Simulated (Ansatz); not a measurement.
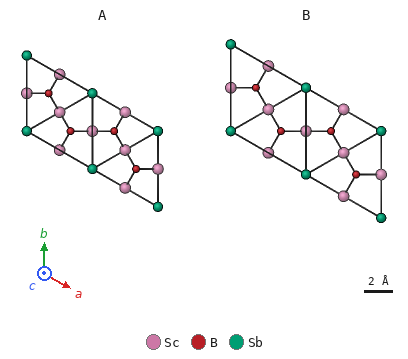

Two geometries of crystalline Sc3B2Sb (a generated structure, set up in P6/mmm) (coarse preliminary run), drawn at one scale. One is the start of a relaxation, the other its converged end. The picture is a ball-and-stick view of the cell of the calculation, repeated 2 × 1 × 1 with one cell outlined, seen along the c axis.

All numbers below come from DFT PBE, scalar-relativistic, plane waves, PAW (Ansatz 0.2.0). (plane-wave cutoff 420 eV; k-point mesh 6 × 6 × 6; occupations gaussian; smearing width 0.1 eV; no spin polarisation; cell and atoms relaxed; force threshold 0.04 eV/Å; at most 70 steps)

Q: Which geometry has the lower energy?

A: Structure B is the relaxed one. No atom moves by more than 0.005 Å relative to the cell. The volume changes by +30.7 %, with a = b 5.590 → 6.411 Å (+14.7 %), c 3.158 → 3.139 Å (−0.6 %). Some distances before and after: Sc–Sc 2.795 → 3.205 Å, Sb–Sc 3.210 → 3.569 Å, B–Sc 2.258 → 2.426 Å, Sc–Sc 3.158 → 3.139 Å. Bond angles that change, for instance: Sc–B–Sc 88.7° → 80.6°, Sc–B–Sc 76.5° → 82.7°, Sc–B–Sc 138.1° → 135.2°. The space group stays P6/mmm (No. 191). After 5 accepted moves (7 points after the start) the energy has fallen by 420 meV per atom. All forces vanish by symmetry, so only the cell relaxes. The pressure goes from 34.12 to 0.07 GPa. At 2 points the geometry stayed and the basis and grid were re-selected for the new cell (energy shift of 6.7 meV per atom at most each time).
